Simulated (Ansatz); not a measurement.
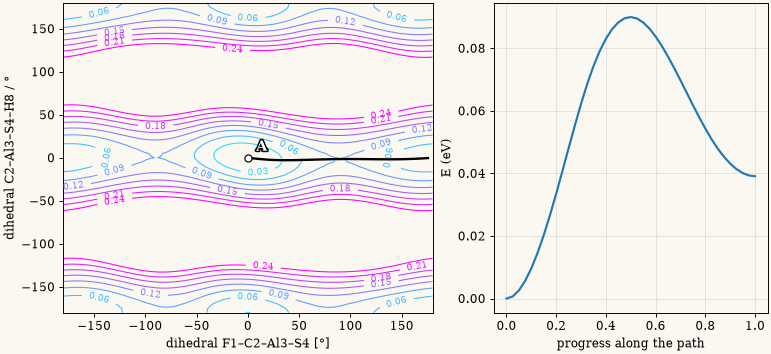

CH4AlFS, SMILES F[CH2][AlH][SH]. First axis: dihedral F1–C2–Al3–S4. Second axis: dihedral C2–Al3–S4–H8. Nothing is relaxed (all other coordinates rigid). The scan uses a 12 × 12 grid; 143 points were computed and 1 follow by symmetry. Energies: eV, counted from the lowest grid point. Theory: RHF/def2-TZVP (Ansatz).

The picture shows contour lines labelled in eV (none above 0.24), a line along the lowest path, the energy along the path at the right, the start A. Between grid points the surface is interpolated.

Describe the path and its barrier.

Answer. The easiest path leads from the well at dihedral F1–C2–Al3–S4 = 0°, dihedral C2–Al3–S4–H8 = 0° to the well at dihedral F1–C2–Al3–S4 = −180°, dihedral C2–Al3–S4–H8 = 0°, about 0.039 eV higher. Its highest point lies about 0.09 eV above the bottom of the first well on the interpolated surface, at dihedral F1–C2–Al3–S4 = 90°, dihedral C2–Al3–S4–H8 = 0°. Seen from the upper well the barrier is about 0.051 eV. The start is the relaxed structure and all else is held, so a fully relaxed path at this level can only be lower.
